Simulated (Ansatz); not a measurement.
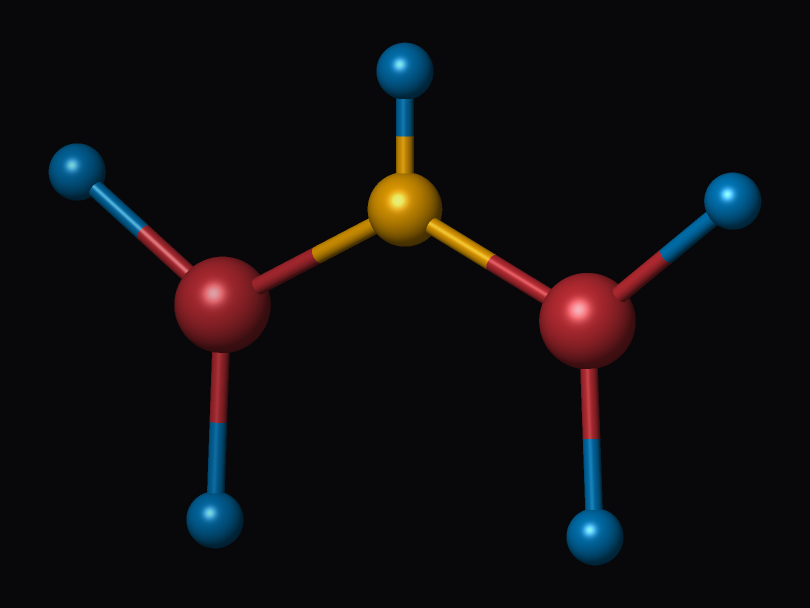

Rendered structure (ball-and-stick style). Every bond is drawn as one stick, whatever its order. Colours: aluminium red, nitrogen orange, hydrogen blue.

The geometry was computed by an optimisation with PBE0-D4/def2-TZVP.

What does the picture show?

Formula Al2H5N. As SMILES it reads `[AlH2][NH][AlH2]`. This geometry has C2v symmetry. All atoms lie on one plane. Coordination: 2 Al trigonal planar; 1 N trigonal planar.

More results for the same structure follow; atom numbers are the same in all pictures, views and colours differ.

**Geometry**

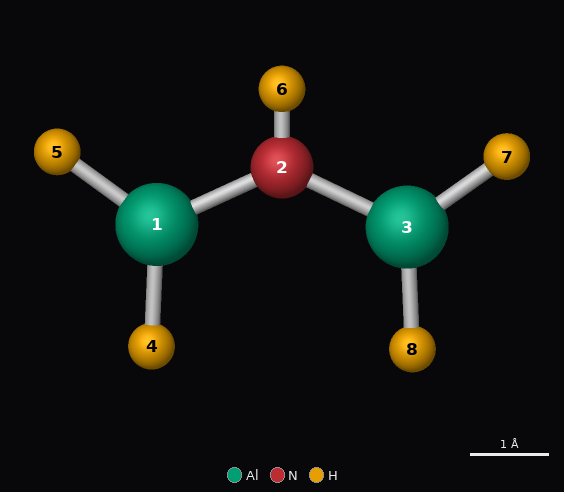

Atoms carry their numbers in the input.

Give the bond lengths.

| bond | length (Å) |
| --- | --- |
| Al1–N2 | 1.786 |
| Al1–H4 | 1.582 |
| Al1–H5 | 1.585 |
| N2–Al3 | 1.786 |
| N2–H6 | 1.014 |
| Al3–H7 | 1.585 |
| Al3–H8 | 1.582 |

**Electronic properties**

Method: RKS PBE0-D4/def2-SVP (Ansatz 0.2.0).

Predict the main results.

- HOMO energy (Kohn–Sham orbital): −8.08 eV
- LUMO energy (Kohn–Sham orbital): −1.07 eV
- HOMO–LUMO gap: 7.01 eV
- dispersion correction: −11.3 kJ/mol

**Vibrations**

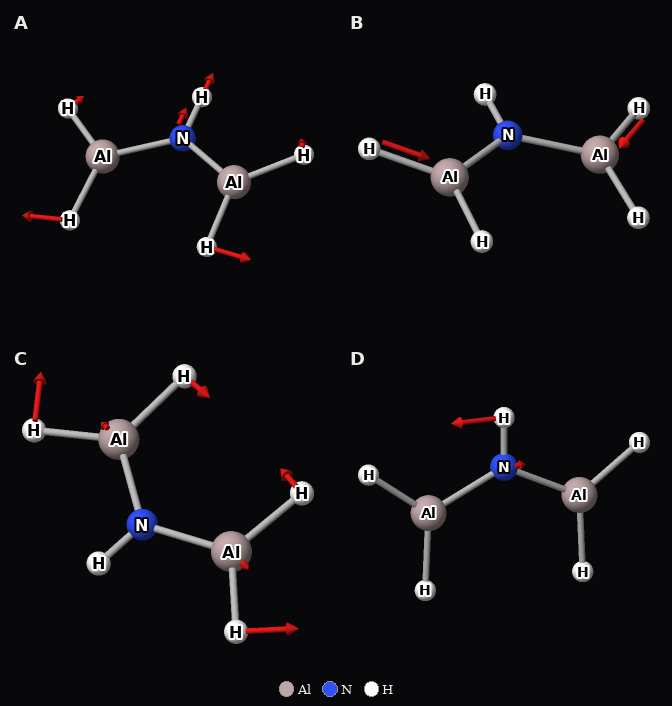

4 normal modes of one molecule or complex, as arrows. Harmonic vibrations computed with RKS PBE0-D4/def2-TZVP (Ansatz 0.2.0) at a stationary point of the same level.

Question: Match the panels to the wavenumbers 520 cm⁻¹, 697 cm⁻¹, 1043 cm⁻¹, 1931 cm⁻¹.

Answer: A: 697 cm⁻¹
B: 1931 cm⁻¹, in-phase stretching of 2 Al–H bonds
C: 520 cm⁻¹, H–Al–N bending
D: 1043 cm⁻¹

**Dipole moment**

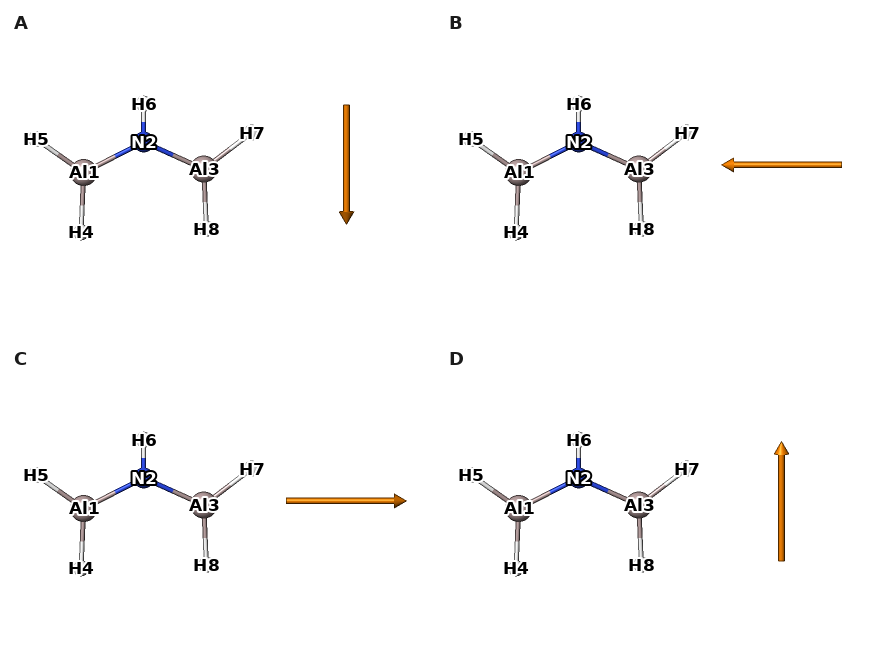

The same molecule four times, each with an arrow. Properties computed with RKS PBE0-D4/def2-TZVP (Ansatz 0.2.0).

Question: Which arrow points along the dipole moment, from the negative to the positive end?

Answer: D. The dipole moment is 0.96 D; it points from the side of H4, H8 to the side of H6 (the outermost atoms at the two ends).

**Charges**

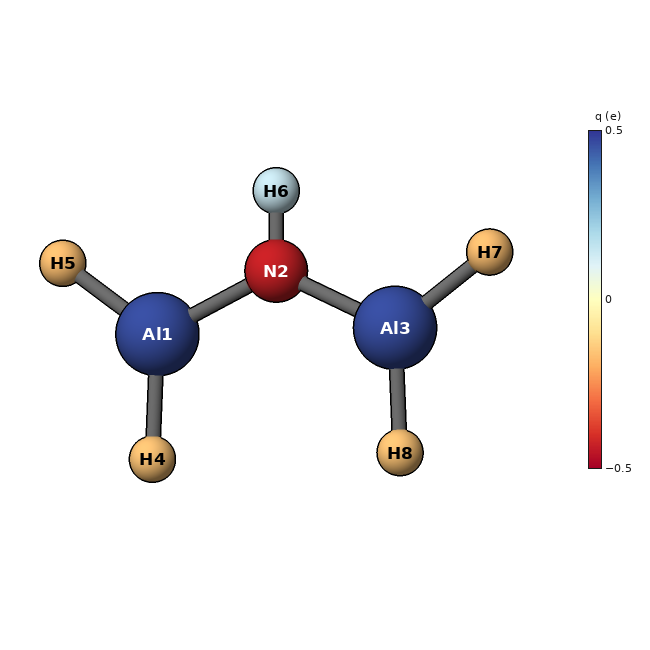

Atoms are coloured by their Mulliken charges. Method: RKS r2SCAN-D4/def2-TZVPP (Ansatz 0.2.0).

Give the Mulliken charges atom by atom.

```csv
atom,value (e)
Al1,0.46
N2,−0.43
Al3,0.46
H4,−0.15
H5,−0.16
H6,0.14
H7,−0.16
H8,−0.15
```

Mulliken values depend strongly on the basis set and can even reverse the polarity of a bond.
